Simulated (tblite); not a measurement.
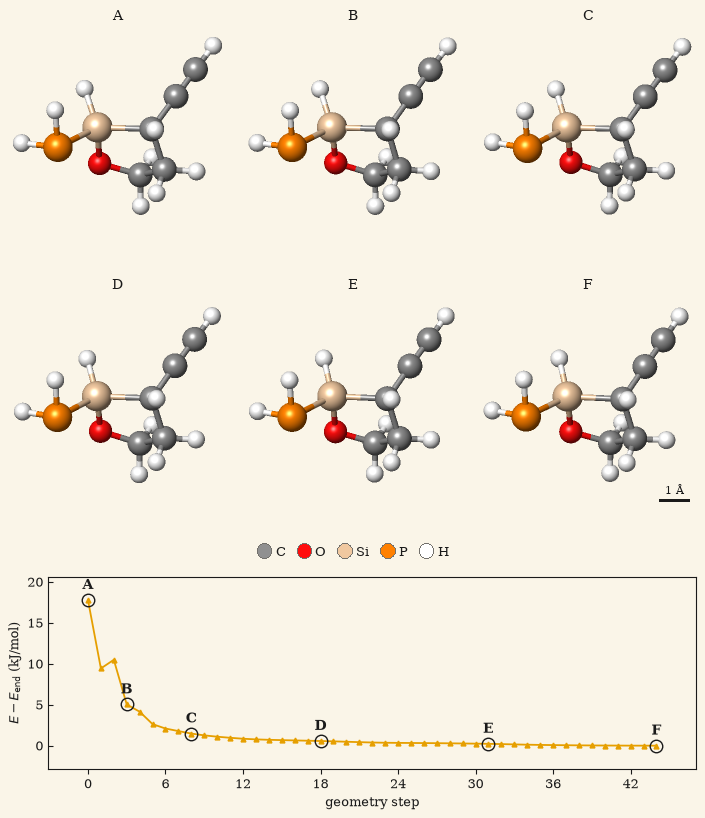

Frames of a relaxation of C5H9OPSi, marked on the history of the run. A ball-and-stick model, seen at a tilt.

Computed with tblite, GFN2-xTB geometry optimisation, gas phase. 

Describe the path.

Answer. An H atom moves most after the best rigid fit: 0.16 Å. Largest moves by element: H 0.16 Å, C 0.10 Å, O 0.10 Å, P 0.06 Å, Si 0.04 Å. Near-neighbour distances that change, for instance: O–Si 1.685 → 1.634 Å, H–P 1.416 → 1.383 Å, C–C 1.470 → 1.440 Å, P–Si 2.205 → 2.234 Å. Among the angles between lasting bonds that change: P–Si–H 112.4° → 118.2°, C–Si–H 114.3° → 110.3°, C–C–Si 114.5° → 111.0°. The energy falls by 17.8 kJ/mol in 44 geometry steps. From step 0 to 3: the O atom moves most (0.05 Å), energy −12.7 kJ/mol. From step 3 to 8: an H atom moves most (0.05 Å), energy −3.56 kJ/mol. From step 8 to 18: an H atom moves most (0.06 Å), energy −0.91 kJ/mol. From step 18 to 31: an H atom moves most (0.06 Å), energy −0.34 kJ/mol. From step 31 to 44: an H atom moves most (0.06 Å), energy −0.22 kJ/mol.

```
step  E − E(0), kJ/mol
   0              0.00
   1             -8.35
   2             -7.29
   3            -12.75
   4            -13.63
   5            -15.15
   6            -15.69
   7            -16.00
   8            -16.30
   9            -16.52
  10            -16.69
  12            -16.93
  14            -17.07
  15            -17.10
  17            -17.18
  19            -17.25
  21            -17.35
  23            -17.43
  24            -17.44
  26            -17.46
  28            -17.49
  30            -17.53
  31            -17.56
  33            -17.63
  35            -17.69
  37            -17.73
  39            -17.76
  40            -17.76
  42            -17.78
  44            -17.78
```
